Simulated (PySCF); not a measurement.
```xyz
15
charge 0, multiplicity 1
C     2.1584    0.1164   -0.3522
C     0.7336    0.5245   -0.5417
C    -0.3326    0.0425    0.0891
Si   -2.0933    0.6358   -0.2616
C    -0.2142   -1.0286    1.1317
F    -1.4542   -1.3384    1.6465
H     2.2784   -0.6057    0.4501
H     2.5404   -0.3218   -1.2750
H     2.7670    0.9933   -0.1317
H     0.5865    1.2957   -1.2865
H    -2.8950   -0.4972   -0.7217
H    -2.6627    1.2134    0.9548
H    -2.0008    1.6520   -1.3136
H     0.1863   -1.9632    0.7200
H     0.3978   -0.7106    1.9849
```

Describe the molecule in this file.

It has 15 atoms: 4 carbon, 9 hydrogen, 1 fluorine and 1 silicon (C₄H₉FSi). As SMILES it reads `C/C=C(/[SiH3])CF`. It has no ring. Among its groups: alkene, C–F bond, Si–H bond. Coordination: 2 C tetrahedral; 2 C trigonal planar; 1 Si tetrahedral.

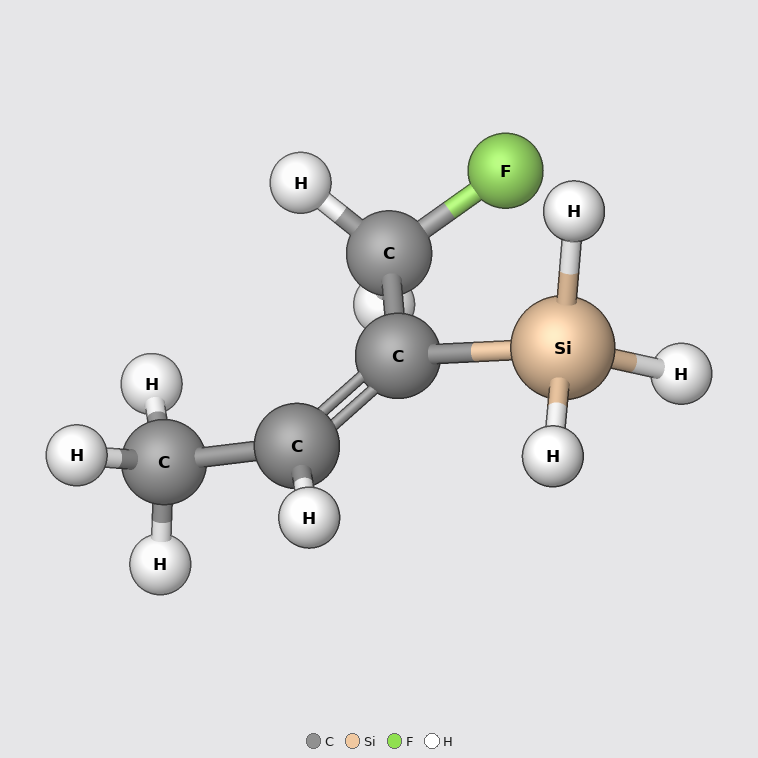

The picture comes from a calculation with PySCF.
